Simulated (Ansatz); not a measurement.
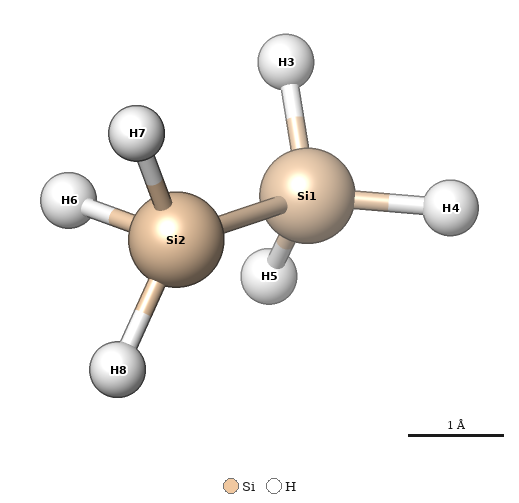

Figure 1. The input geometry (ball-and-stick view, seen at a tilt; atoms are numbered from 1 in the order of the input).

## Geometry relaxation of Si2H6

Si2H6, computed with RKS PBE0-D4/def2-TZVP (Ansatz 0.2.0).

Figures and captions count atoms from 1; the log counts them from 0 in places.

## Input file
```yaml
crystal:
  periodic: [false, false, false]
  atoms:
    - {symbol: Si, position_ang: [0.107811, 1.097497, 0.605909]}
    - {symbol: Si, position_ang: [-0.112549, -0.924546, -0.585652]}
    - {symbol: H, position_ang: [1.497093, 1.220723, 1.170291]}
    - {symbol: H, position_ang: [-0.150842, 2.457020, 0.000735]}
    - {symbol: H, position_ang: [-0.771947, 1.081168, 1.826410]}
    - {symbol: H, position_ang: [0.333824, -1.526465, 0.822390]}
    - {symbol: H, position_ang: [1.094037, -1.541267, -1.251144]}
    - {symbol: H, position_ang: [-1.408121, -1.697105, -0.524418]}
basis:
  gaussian: {orbitals: def2-TZVP}
hamiltonian: {xc: pbe0, dispersion: d4}
relax: {f_tol: 0.005, max_steps: 200}
```

Hardware: 4 threads of Arm Neoverse V1, 23 GiB of memory available, shared host.

Run as:
```bash
ansatz run in.yaml --threads 4 --pin off --events-out ev --progress --plain --max-ram 9574MiB
```

## The program's output
```
Functional definition: PBE0
  name "PBE0"
  cite "Adamo & Barone, J. Chem. Phys. 110, 6158 (1999) doi:10.1063/1.478522"
  cite "Perdew, Burke & Ernzerhof, Phys. Rev. Lett. 77, 3865 (1996) doi:10.1103/PhysRevLett.77.3865"
  parent pbe
  parameter a = 0.25
  parameter kappa = 0.804
  parameter beta = 0.06672455060314922
  exchange = (1 - a)*pbe_x(kappa = kappa, mu = beta*pi^2/3) + a*exact_x
  correlation = pbe_c(beta = beta)
800 factors; their error is unknown
mean field evaluation 1: about -15844.5643 eV, gradient 1.3e1 eV
mean field evaluation 2: about -15844.9571 eV, gradient 8.7e0 eV
mean field evaluation 4: about -15845.2469 eV, gradient 4.3e-1 eV
mean field evaluation 8: about -15845.3124 eV, gradient 7.1e-3 eV
mean field -15845.31243694 eV, -582.3044917190 hartree, gradient 2.7e-5 eV, S^2 0.000000; 0 other end points of the search recorded, 0 dependent functions left out
the calculation of the forces begins
reference -15845.31246910 eV, -582.3044929010 hartree; 17, 17 occupied and 93, 93 virtual orbitals, 800 factors
relax step   1: F+E_penalty+E_count = -15845.42198636 eV  Δ(F+E_penalty+E_count) = +0.000e0 eV  max|allowed force component| = 2.638e0 eV/Å  Δτ_max = 0.0000 Å  (21 SCF iters, accepted)
these checks for a lower state are left out or cut short: starts, cluster_reference, orbital_swaps, neighbouring_geometries, increment
800 factors; their error is unknown
mean field evaluation 16: about -15845.8787 eV, gradient 2.0e-1 eV
mean field -15845.87903059 eV, -582.3253136517 hartree, gradient 1.0e-5 eV, S^2 0.000000; 0 other end points of the search recorded, 0 dependent functions left out
the calculation of the forces begins
reference -15845.87906385 eV, -582.3253148737 hartree; 17, 17 occupied and 93, 93 virtual orbitals, 800 factors
relax step   2: F+E_penalty+E_count = -15845.98855490 eV  Δ(F+E_penalty+E_count) = -5.666e-1 eV  max|allowed force component| = 8.827e-1 eV/Å  Δτ_max = 0.1947 Å  (24 SCF iters, accepted)
these checks for a lower state are left out or cut short: starts, cluster_reference, orbital_swaps, neighbouring_geometries, increment
800 factors; their error is unknown
mean field -15846.10382930 eV, -582.3335748517 hartree, gradient 2.3e-5 eV, S^2 0.000000; 0 other end points of the search recorded, 0 dependent functions left out
the calculation of the forces begins
reference -15846.10386212 eV, -582.3335760579 hartree; 17, 17 occupied and 93, 93 virtual orbitals, 800 factors
relax step   3: F+E_penalty+E_count = -15846.21458327 eV  Δ(F+E_penalty+E_count) = -2.260e-1 eV  max|allowed force component| = 7.521e-1 eV/Å  Δτ_max = 0.2000 Å  (23 SCF iters, accepted)
these checks for a lower state are left out or cut short: starts, cluster_reference, orbital_swaps, neighbouring_geometries, increment
800 factors; their error is unknown
mean field evaluation 32: about -15846.2079 eV, gradient 2.6e-4 eV
mean field -15846.20787955 eV, -582.3373986281 hartree, gradient 1.7e-5 eV, S^2 0.000000; 0 other end points of the search recorded, 0 dependent functions left out
the calculation of the forces begins
reference -15846.20791267 eV, -582.3373998452 hartree; 17, 17 occupied and 93, 93 virtual orbitals, 800 factors
relax step   4: F+E_penalty+E_count = -15846.31782303 eV  Δ(F+E_penalty+E_count) = -1.032e-1 eV  max|allowed force component| = 4.626e-1 eV/Å  Δτ_max = 0.1998 Å  (23 SCF iters, accepted)
these checks for a lower state are left out or cut short: starts, cluster_reference, orbital_swaps, neighbouring_geometries, increment
800 factors; their error is unknown
mean field -15846.22964183 eV, -582.3381983772 hartree, gradient 7.9e-5 eV, S^2 0.000000; 0 other end points of the search recorded, 0 dependent functions left out
the calculation of the forces begins
reference -15846.22967517 eV, -582.3381996022 hartree; 17, 17 occupied and 93, 93 virtual orbitals, 800 factors
relax step   5: F+E_penalty+E_count = -15846.33915015 eV  Δ(F+E_penalty+E_count) = -2.133e-2 eV  max|allowed force component| = 6.191e-2 eV/Å  Δτ_max = 0.1017 Å  (21 SCF iters, accepted)
these checks for a lower state are left out or cut short: starts, cluster_reference, orbital_swaps, neighbouring_geometries, increment
800 factors; their error is unknown
mean field -15846.23057825 eV, -582.3382327898 hartree, gradient 6.4e-5 eV, S^2 0.000000; 0 other end points of the search recorded, 0 dependent functions left out
the calculation of the forces begins
reference -15846.23061158 eV, -582.3382340147 hartree; 17, 17 occupied and 93, 93 virtual orbitals, 800 factors
relax step   6: F+E_penalty+E_count = -15846.34004324 eV  Δ(F+E_penalty+E_count) = -8.931e-4 eV  max|allowed force component| = 3.482e-3 eV/Å  Δτ_max = 0.0262 Å  (21 SCF iters, accepted)
```

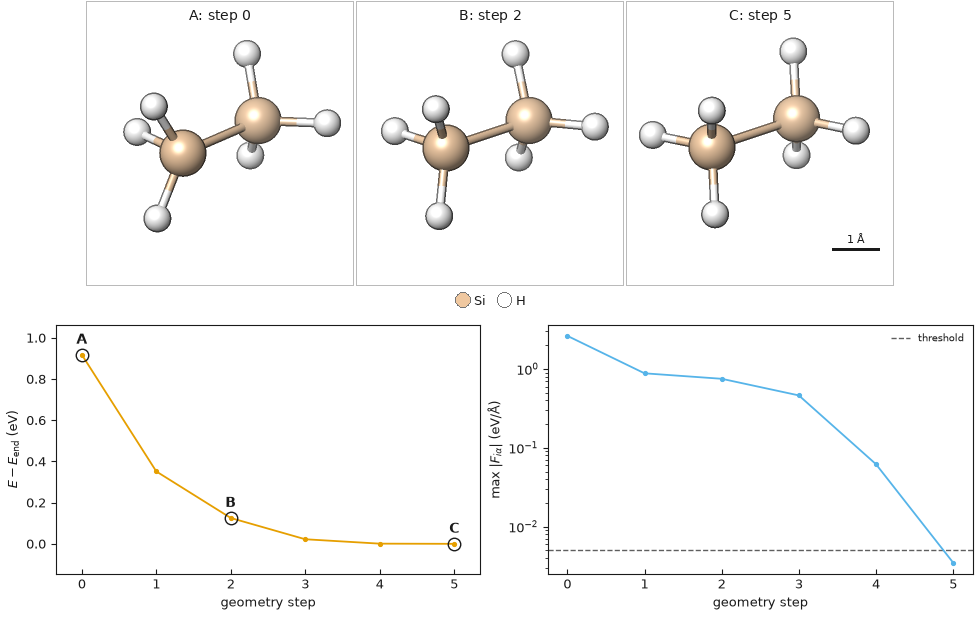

Figure 2. Frames of the relaxation (ball-and-stick view, seen at a tilt) above the curves, on which the letters mark them (the first geometry is step 0 here and step 1 in the log).

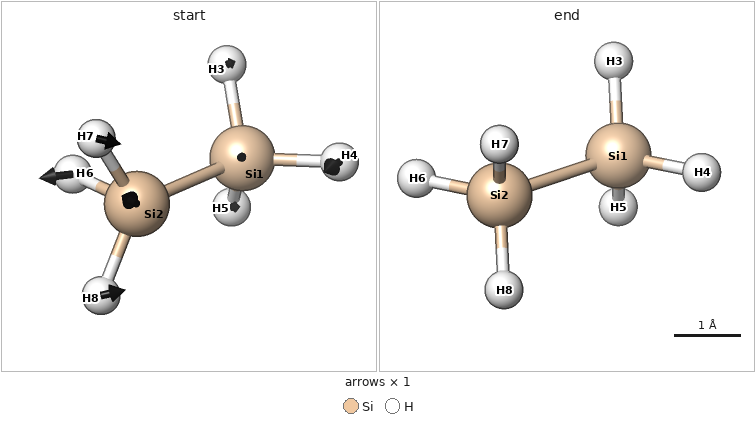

Figure 3. Before (left) and after (right) the relaxation, at one scale (ball-and-stick view, seen at a tilt). The black arrows give the displacements, at true length. The energy falls by 0.918 eV in 5 geometry steps. The largest force component goes from 2.6 to 0.0035 eV/Å. The atom that moves furthest after the best rigid fit is H6 (0.54 Å). Largest moves by element: H 0.54 Å, Si 0.43 Å. Among the contacts that change: Si2–H6 1.595 → 1.488 Å, Si1–H4 1.510 → 1.488 Å, Si1–Si2 2.357 → 2.338 Å, Si1–H3 1.505 → 1.488 Å. Among the angles that change: Si1–Si2–H6 81.4° → 110.1°, H6–Si2–H7 90.6° → 108.7°, Si2–Si1–H4 123.6° → 110.4°. (Atoms are counted from 1 in the order of the input.)

```
800 factors; their error is unknown
mean field -15846.23057825 eV, -582.3382327898 hartree, gradient 6.4e-5 eV, S^2 0.000000; 1 other end points of the search recorded, 0 dependent functions left out
the calculation of the forces begins
reference -15846.23061158 eV, -582.3382340147 hartree; 17, 17 occupied and 93, 93 virtual orbitals, 800 factors
Total energy: -15846.34007657 eV, -582.3422567790 hartree
Atom 0 at     0.136505     1.099117     0.705493 Å, force     0.000053    -0.000367     0.000129 eV/Å
Atom 1 at     0.010240    -1.056539    -0.191192 Å, force     0.000163    -0.000274     0.000470 eV/Å
Atom 2 at     1.518008     1.376341     1.182480 Å, force    -0.000132     0.002728     0.000719 eV/Å
Atom 3 at    -0.224246     2.110780    -0.323734 Å, force     0.000080    -0.000338     0.000253 eV/Å
Atom 4 at    -0.799674     1.232842     1.853799 Å, force     0.000194     0.002756     0.000642 eV/Å
Atom 5 at     0.372412    -2.062465     0.843160 Å, force    -0.000363    -0.003482    -0.001973 eV/Å
Atom 6 at     0.946856    -1.194679    -1.338630 Å, force    -0.000451    -0.000550     0.000018 eV/Å
Atom 7 at    -1.370796    -1.338371    -0.666856 Å, force     0.000455    -0.000473    -0.000258 eV/Å
Dipole moment:    -0.000242     0.000361    -0.000757 e Å
```

## Trajectory as extended XYZ (Å, eV, eV/Å), 6 frames, from step=1 to step=6
```
8
Properties=species:S:1:pos:R:3:forces:R:3 step=1 energy=-15845.42199
Si    0.1078    1.0975    0.6059    0.0015   0.8800   0.1965
Si   -0.1125   -0.9245   -0.5857    0.8345  -1.0935   2.6377
H     1.4971    1.2207    1.1703   -0.1541  -0.3206  -0.3199
H    -0.1508    2.4570    0.0007   -0.0201  -0.4394  -0.1629
H    -0.7719    1.0812    1.8264   -0.0043  -0.3114  -0.3629
H     0.3338   -1.5265    0.8224   -0.2467   0.3820  -0.7671
H     1.0940   -1.5413   -1.2511   -0.6323   0.4246  -0.4866
H    -1.4081   -1.6971   -0.5244    0.2214   0.4782  -0.7348
8
Properties=species:S:1:pos:R:3:forces:R:3 step=2 energy=-15845.98855
Si    0.1084    1.1455    0.6183   -0.0207   0.1641  -0.0360
Si   -0.0571   -0.9615   -0.4027    0.2616  -0.8827   0.7122
H     1.5128    1.1784    1.1326   -0.1174  -0.0177  -0.0923
H    -0.1660    2.4527   -0.0524   -0.0147  -0.2213  -0.0970
H    -0.8004    1.0361    1.8016    0.0514  -0.0075  -0.1409
H     0.3641   -1.5654    0.9183   -0.0502  -0.0906  -0.1919
H     1.0341   -1.4835   -1.3300   -0.6117   0.4930   0.0847
H    -1.4066   -1.6354   -0.6212    0.5016   0.5627  -0.2388
8
Properties=species:S:1:pos:R:3:forces:R:3 step=3 energy=-15846.21458
Si    0.1058    1.1177    0.6040    0.0854   0.4047   0.3793
Si   -0.0161   -0.9876   -0.2675    0.0225  -0.7521  -0.0807
H     1.5053    1.1762    1.1116   -0.0084   0.1477   0.0171
H    -0.1935    2.3551   -0.1676   -0.0179  -0.1545  -0.0945
H    -0.8049    1.0341    1.7800   -0.0005   0.1473   0.0146
H     0.3858   -1.7614    0.9513   -0.0323  -0.0058  -0.1120
H     0.9981   -1.3093   -1.3205   -0.2473   0.0927   0.0028
H    -1.3912   -1.4577   -0.6268    0.1986   0.1201  -0.1267
8
Properties=species:S:1:pos:R:3:forces:R:3 step=4 energy=-15846.31782
Si    0.1244    1.0995    0.6639    0.0472   0.3531   0.2377
Si    0.0007   -1.0250   -0.2175   -0.0032  -0.4626  -0.1093
H     1.5113    1.3057    1.1630    0.0072   0.0276  -0.0075
H    -0.2128    2.2108   -0.2646   -0.0141  -0.0654  -0.0625
H    -0.7970    1.1634    1.8310   -0.0131   0.0260  -0.0016
H     0.3791   -1.9509    0.8883   -0.0079   0.0026  -0.0266
H     0.9566   -1.2459   -1.3378   -0.0458   0.0571  -0.0042
H    -1.3729   -1.3906   -0.6618    0.0298   0.0617  -0.0261
8
Properties=species:S:1:pos:R:3:forces:R:3 step=5 energy=-15846.33915
Si    0.1351    1.1022    0.7012   -0.0041  -0.0593  -0.0265
Si    0.0083   -1.0556   -0.1975    0.0070   0.0619   0.0371
H     1.5192    1.3624    1.1801   -0.0026   0.0214   0.0040
H    -0.2233    2.1249   -0.3178    0.0022   0.0018   0.0082
H    -0.8004    1.2188    1.8519    0.0019   0.0218   0.0028
H     0.3747   -2.0398    0.8559   -0.0035  -0.0294  -0.0184
H     0.9482   -1.2009   -1.3410   -0.0025  -0.0093  -0.0029
H    -1.3725   -1.3449   -0.6682    0.0016  -0.0089  -0.0042
8
Properties=species:S:1:pos:R:3:forces:R:3 step=6 energy=-15846.34004
Si    0.1365    1.0991    0.7055    0.0001  -0.0004   0.0001
Si    0.0102   -1.0565   -0.1912    0.0002  -0.0003   0.0005
H     1.5180    1.3763    1.1825   -0.0001   0.0027   0.0007
H    -0.2242    2.1108   -0.3237    0.0001  -0.0003   0.0003
H    -0.7997    1.2328    1.8538    0.0002   0.0028   0.0006
H     0.3724   -2.0625    0.8432   -0.0004  -0.0035  -0.0020
H     0.9469   -1.1947   -1.3386   -0.0005  -0.0006   0.0000
H    -1.3708   -1.3384   -0.6669    0.0005  -0.0005  -0.0003
```

## Key numbers

- outcome: converged
- total energy: −15846.3401 eV
- mean-field energy: −15846.2306 eV
- dispersion energy: −0.1095 eV
- SCF solution under orbital rotations: stable
- largest force (length of the vector) at the end: 0.004 eV/Å
- dipole moment: 0.00 D
- wall time: 6 s (CPU time 20 s)
- peak memory: 0.46 GiB
